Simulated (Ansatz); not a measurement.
System: Sb$_{4}$Pt.

The calculation's input:

```
crystal:
  lattice:
    - [-3.2813589728, 3.2813589728, 3.2813589728]
    - [3.2813589728, -3.2813589728, 3.2813589728]
    - [3.2813589728, 3.2813589728, -3.2813589728]
  atoms:
    - { symbol: Sb, position: [0.5, 0.5, 0.5] }
    - { symbol: Sb, position: [0.0, 0.0, 0.5] }
    - { symbol: Sb, position: [0.0, 0.5, 0.0] }
    - { symbol: Sb, position: [0.5, 0.0, 0.0] }
    - { symbol: Pt, position: [0.0, 0.0, 0.0] }
basis:
  ecutwfc: 420
kpoints:
  mp_grid: { grid: [8, 8, 8] }
hamiltonian:
  xc: pbe
scf:
  occupations: { method: gaussian, width: 0.1 }
output:
  forces: true
  stress: true
  eigenvalues: true
  write_density: true
  write_potential: true
  elf: true
  volumetric_format: npy
relax:
  adjacent_minimum: "off"
  f_tol: 0.01
  max_steps: 80
  cell: { stress_tol: 0.05 }
```

Run with:

```sh
ansatz run input.yaml --threads 1 --pin off --max-ram 2048MiB --backend cpu --events-out ev --progress --plain --runs-dir out
```

Below, planes, directions and counts refer to the conventional cell (a = 6.56 Å, b = 6.56 Å, c = 6.56 Å, α = 90.00°, β = 90.00°, γ = 90.00°).

The fields are those of the relaxed geometry.

Space group Im-3m; a structure generated by program, which may or may not match a known phase.

Computed with Ansatz 0.2.0, DFT PBE, scalar-relativistic, plane waves, PAW.

**What will maps of the valence pseudo-density and electron localisation function show?**

Sb–Pt (2.84 Å): ρ is about 0.33 e/Å³ halfway; the ELF is about 0.35 at the midpoint; no localised pair shows between them.

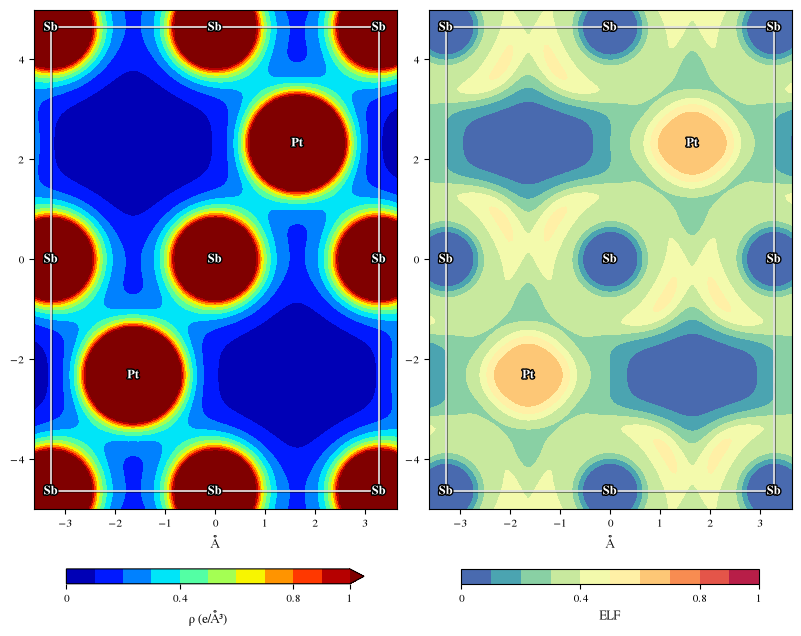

Computed valence pseudo-density and electron localisation function on the (101) plane of the conventional cell, in this order. 

In a PAW calculation such maps are meaningful between the atoms, not at the nuclei.
